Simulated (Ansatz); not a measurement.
Consider Si in the diamond structure (space group Fd-3m, No. 227; a = 5.402 Å). Axes: x, y, z lie along the cube axes.

Structures relaxed with plane-wave PAW DFT at the LDA level (Ansatz, a first-principles code, 420 eV), no spin-orbit coupling.

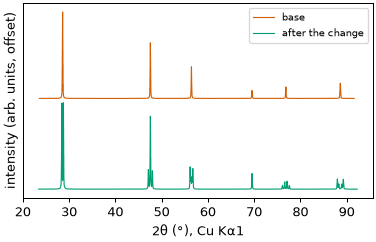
Simulated powder patterns before (top) and after one change

Name the change that was made.
A) tensor shear ε_xy = +1.71 %
B) tensor shear ε_xy = +2.00 %
C) tensor shear ε_xy = +0.86 %

C, tensor shear ε_xy = +0.86 %. Its volume per atom is 19.70 Å³ against 19.71 Å³, and its space group is Imma (No. 74).

The cells carry an imposed strain or load. No phonon test of stability was made.
